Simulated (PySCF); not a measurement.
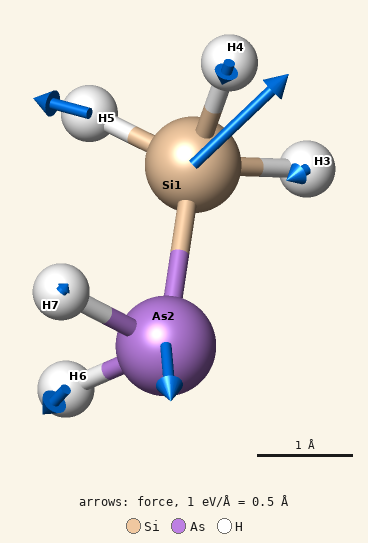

Starting geometry of SiAsH5 with the computed forces as blue arrows. The picture is a ball-and-stick view, seen from a free direction.

The start comes from GFN2-xTB. Its atoms were then displaced at random by about 0.03 Å.

Computed with PySCF 2.14.0, density-fitted response routines, PBE0-D3(BJ)/def2-SVP geometry optimisation, gas phase. 

Is this structure relaxed? If not, where do the atoms go?

Answer. It isn't relaxed: the largest force vector, on Si1, is 2.79 eV/Å. The final displacements have little in common with the starting forces (cosine between the two patterns 0.24). The largest move after the best rigid fit is that of H6, 0.29 Å. Largest moves by element: H 0.29 Å, As 0.13 Å, Si 0.12 Å. Some distances before and after: Si1–As2 2.249 → 2.372 Å, Si1–H5 1.428 → 1.494 Å, Si1–H4 1.540 → 1.494 Å, As2–H6 1.481 → 1.526 Å. Bond angles that change, for instance: As2–Si1–H5 119.5° → 113.3°, As2–Si1–H3 113.2° → 108.4°, H3–Si1–H4 104.1° → 108.7°. Over 8 geometry steps the energy falls by 0.252 eV.
